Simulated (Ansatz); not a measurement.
## Frequency calculation of C$_{2}$H$_{5}$Si

- system: C$_{2}$H$_{5}$Si, multiplicity 2, SMILES C=C[SiH2]
- method: HF/6-31G*, UHF (Ansatz 0.2.0)

The geometry was optimised with HF/6-31G*. Figures and captions count atoms from 1; the log counts them from 0 in places.

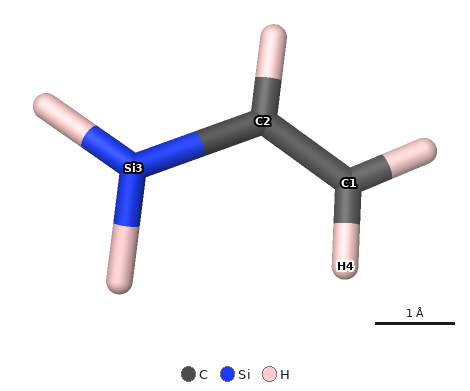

**Figure 1.** The input geometry (stick view, seen on its broad side; atoms are numbered from 1 in the order of the input). Bond lengths as drawn: C–C 1.35 Å, C–H 1.08 Å, C–Si 1.85 Å and H–Si 1.48 Å.

Summary

| quantity | value |
| --- | --- |
| outcome | converged |
| total energy | −367.496986 hartree |
| basis functions | 59 |
| largest force | 0.002 eV/Å |
| ⟨S²⟩ | 0.944 |
| zero-point energy | 0.060474 hartree |
| dipole moment | 0.74 D |
| wavenumbers, lowest and highest | 218 and 3396 cm⁻¹ |
| hardware | 1 thread of AMD EPYC (Zen 5), 16 GiB of memory available, shared host |
| wall time | 15 s |
| peak memory | 0.13 GiB |

Remarks

⟨S²⟩ is 0.94 against 0.75 for a pure state: the solution is spin-contaminated.

Input file
```yaml
crystal:
  periodic: [false, false, false]
  atoms:
    - {symbol: C, position_ang: [-0.411422, 0.943857, -0.886890]}
    - {symbol: C, position_ang: [-0.361369, 0.337475, 0.320958]}
    - {symbol: Si, position_ang: [0.902716, -0.918581, 0.813416]}
    - {symbol: H, position_ang: [0.259436, 0.679473, -1.686395]}
    - {symbol: H, position_ang: [-1.129003, 1.715519, -1.107991]}
    - {symbol: H, position_ang: [-1.060760, 0.670339, 1.073549]}
    - {symbol: H, position_ang: [1.517451, -1.578009, -0.356221]}
    - {symbol: H, position_ang: [0.375051, -1.907272, 1.773774]}
basis:
  gaussian: {orbitals: "6-31G*"}
hamiltonian: {xc: hf}
total_charge: 0
phonons: {temperatures: {t_min: 298.15, t_max: 298.15, t_step: 1}}
magnetization: {spin_polarized: true, initial_magnetization: 1}
```

Launched with:
```bash
ansatz run input.yaml --threads 1 --pin off --max-ram 3480MiB --events-out events.jsonl --progress --plain --runs-dir runs
```

Log
```
Functional definition: HF
  name "HF"
  exchange = exact_x
  correlation = 0
673 factors; integrals over basis functions are off by at most 4.8e-4 eV
mean field evaluation 1: about -9997.7806 eV, gradient 1.6e1 eV
mean field evaluation 2: about -9997.8328 eV, gradient 1.6e1 eV
mean field evaluation 4: about -9999.9259 eV, gradient 2.4e0 eV
mean field evaluation 8: about -10000.0615 eV, gradient 5.1e-1 eV
mean field evaluation 16: about -10000.1024 eV, gradient 1.1e-5 eV
mean field -10000.10243995 eV, -367.4969863553 hartree, gradient 3.3e-5 eV, S^2 0.944420; 0 other end points of the search recorded, 0 dependent functions left out
the calculation of the forces begins
reference -10000.10243995 eV, -367.4969863553 hartree; 16, 15 occupied and 43, 44 virtual orbitals, 673 factors
these checks for a lower state are left out or cut short: stability, starts, cluster_reference, orbital_swaps, neighbouring_geometries, increment
673 factors; integrals over basis functions are off by at most 4.8e-4 eV
mean field -10000.10230050 eV, -367.4969812307 hartree, gradient 2.4e-6 eV, S^2 0.944262; 0 other end points of the search recorded, 0 dependent functions left out
[... from here on the field's lines of each further geometry are left out, up to the last ...]
the calculation of the forces begins
reference -10000.10241233 eV, -367.4969853402 hartree; 16, 15 occupied and 43, 44 virtual orbitals, 673 factors
these checks for a lower state are left out or cut short: stability, starts, cluster_reference, orbital_swaps, neighbouring_geometries, increment
673 factors; integrals over basis functions are off by at most 4.8e-4 eV
mean field -10000.10240776 eV, -367.4969851725 hartree, gradient 2.2e-6 eV, S^2 0.944381; 0 other end points of the search recorded, 0 dependent functions left out
the calculation of the forces begins
reference -10000.10240776 eV, -367.4969851725 hartree; 16, 15 occupied and 43, 44 virtual orbitals, 673 factors
Total energy: -10000.10243995 eV, -367.4969863553 hartree
Atom 0 at    -0.411422     0.943857    -0.886890 Å, force     0.000220     0.000171    -0.000875 eV/Å
Atom 1 at    -0.361369     0.337475     0.320958 Å, force    -0.000161    -0.000948     0.001943 eV/Å
Atom 2 at     0.902716    -0.918581     0.813416 Å, force     0.000709     0.000582    -0.000975 eV/Å
Atom 3 at     0.259436     0.679473    -1.686395 Å, force     0.000224     0.000294    -0.000015 eV/Å
Atom 4 at    -1.129003     1.715519    -1.107991 Å, force     0.000020     0.000243    -0.000277 eV/Å
Atom 5 at    -1.060760     0.670339     1.073549 Å, force    -0.000759     0.000317    -0.000209 eV/Å
Atom 6 at     1.517451    -1.578009    -0.356221 Å, force    -0.000108    -0.000344    -0.000492 eV/Å
Atom 7 at     0.375051    -1.907272     1.773774 Å, force    -0.000144    -0.000314     0.000900 eV/Å
Dipole moment:    -0.074260     0.123012    -0.052856 e Å
Vibrations: 217.57 296.12 485.06 668.38 728.05 763.84 993.92 1002.77 1055.71 1105.05 1336.80 1466.58 1666.65 2362.49 2376.88 3306.49 3316.74 3396.01 cm⁻¹, zero-point energy 1.645587 eV
```

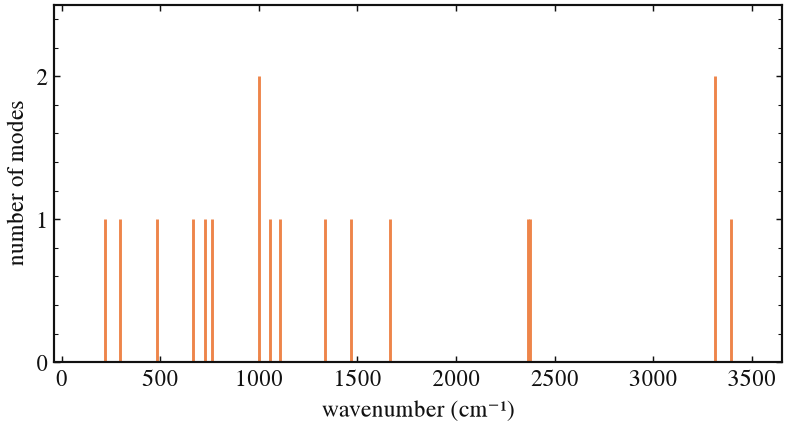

**Figure 2.** Harmonic vibrational wavenumbers from the force constants; neighbouring modes closer than 14 cm⁻¹ are counted in one stick. 18 modes from 218 to 3396 cm⁻¹, none imaginary.

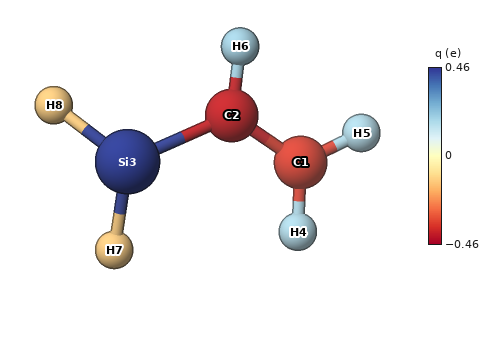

**Figure 3.** Mulliken charges, as the colour of each atom (ball-and-stick view, seen at a tilt; atoms are numbered from 1 in the order of the input; Mulliken charges depend strongly on the basis). By element: C −0.39 to −0.35, Si +0.44 and H −0.13 to +0.19 e.
